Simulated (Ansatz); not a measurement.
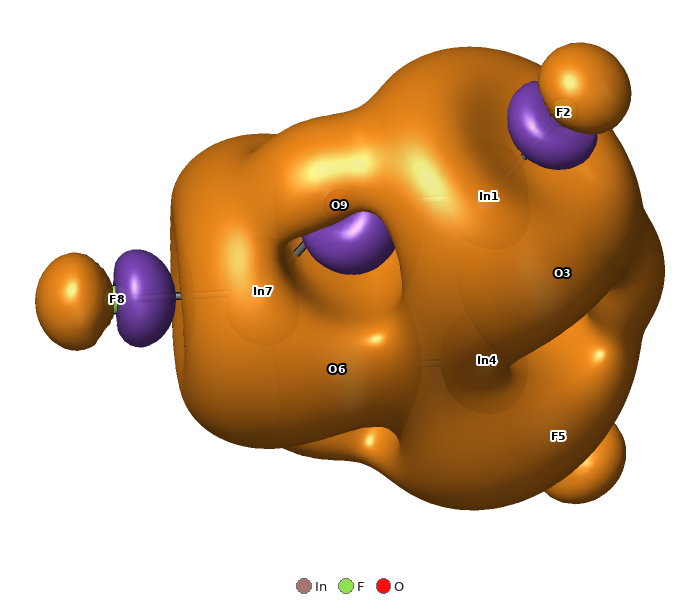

Figure. F3In3O3 ((FInO)3 ring). One frontier orbital at ±0.05 Å⁻³ᐟ² (orange and purple are the two phases), seen at an oblique angle.

Geometry: r2SCAN-D4/def2-SVP; core potentials replace the inner electrons of In; not at a stationary point (largest force 0.6 eV/Å).

Method: RKS PBE0-D4/def2-TZVP in Ansatz 0.2.0.

```yaml
atoms:
  - { symbol: In, position_ang: [0.5872, -0.7250, 1.7710] }
  - { symbol: F, position_ang: [1.1576, -1.4200, 3.4957] }
  - { symbol: O, position_ang: [-1.3576, -0.4682, 1.3867] }
  - { symbol: In, position_ang: [-1.9478, 0.2673, -0.3758] }
  - { symbol: F, position_ang: [-3.8399, 0.5387, -0.7360] }
  - { symbol: O, position_ang: [-0.5851, 0.7260, -1.7645] }
  - { symbol: In, position_ang: [1.3610, 0.4555, -1.3965] }
  - { symbol: F, position_ang: [2.6823, 0.8890, -2.7564] }
  - { symbol: O, position_ang: [1.9423, -0.2633, 0.3759] }
```

Which orbital is it: HOMO or LUMO?

The LUMO, at −3.87 eV. It lies mainly on In1 (about 20 %), In4 (about 20 %), In7 (about 20 %), O3 (about 10 %), O6 (about 10 %) and O9 (about 10 %); it is symmetric in the molecular plane (an in-plane orbital: σ, lone-pair or in-plane π type).
